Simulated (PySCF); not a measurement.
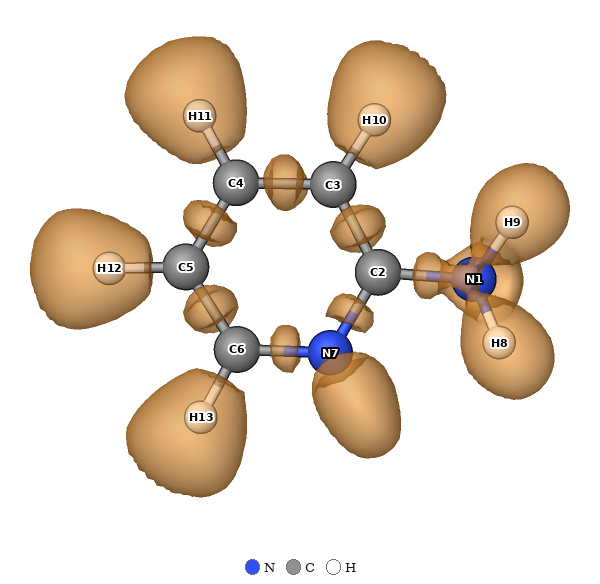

Figure 1: C5H6N2 (SMILES Nc1ccccn1). Isosurface of the electron localisation function at 0.8 (orange), seen across its widest extent. Core shells and regions of very low density are left out.

Geometry: PBE0-D3(BJ)/def2-SVP.

Method: DFT single point, gas phase, functional PBE0 in PySCF 2.14.0, density-fitted response routines.

```xyz
13

N     2.2568   -0.4868   -0.0413
C     0.9077   -0.2641   -0.0172
C     0.3770    1.0437   -0.0559
C    -0.9993    1.1945   -0.0681
C    -1.8188    0.0625   -0.0457
C    -1.1916   -1.1789   -0.0079
N     0.1271   -1.3475    0.0104
H     2.5452   -1.4306    0.1795
H     2.8819    0.2576    0.2291
H     1.0410    1.9109   -0.0805
H    -1.4364    2.1961   -0.0964
H    -2.9069    0.1410   -0.0551
H    -1.7916   -2.0969    0.0138
```

Describe the localisation domains.

Answer. The surface consists of four regions between bonded C–C atoms (shared pairs), two regions between bonded C–N atoms (shared pairs), four regions around hydrogen nuclei, one lobe on N, pointing away from the bonds (lone pairs) and one joined region spread over several atoms (H, N), in which their bonds and any lone pairs are merged. Profiles from the grid: C–N (1.33 Å): the ELF peaks at about 0.90 between the atoms; a covalent bond. C–C (1.38 Å): the ELF peaks at about 0.95 between the atoms; localised, covalent bonding.
